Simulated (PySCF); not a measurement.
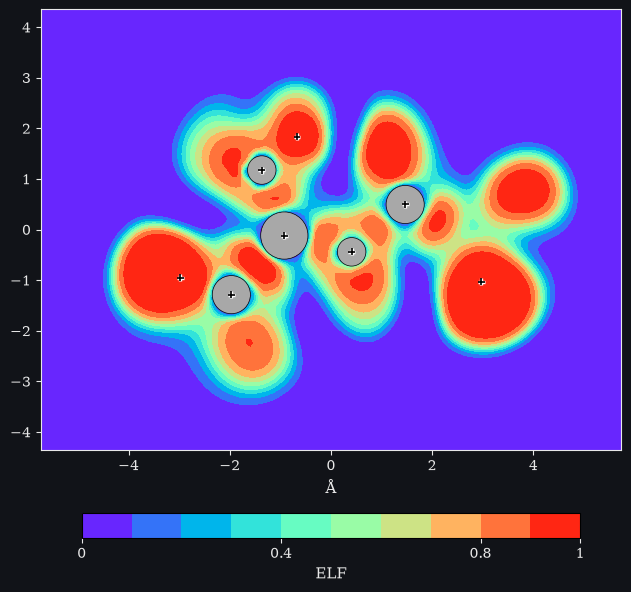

The ELF on a plane through atoms (crosses mark nuclei in the plane; grey discs cover the cores).

Method: PySCF, DFT single point, gas phase, functional wB97X.

Candidates:
A. C4H11BO2 (SMILES CB(O)OC(C)C)
B. C2H8Ge (SMILES C[CH2][GeH3])
C. CrO3 (SMILES [O]=[Cr](=[O])=[O])

Which system is this?

Answer. Candidate A: C4H11BO2 on the plane of atoms B2, O3 and H11, which holds C, B, O and H. B–O (1.37 Å): the ELF peaks at about 0.90 between the atoms (a short, strongly polar bond). C–O (1.41 Å): the ELF peaks at about 0.90 between the atoms, as expected for a shared but strongly polarised pair.
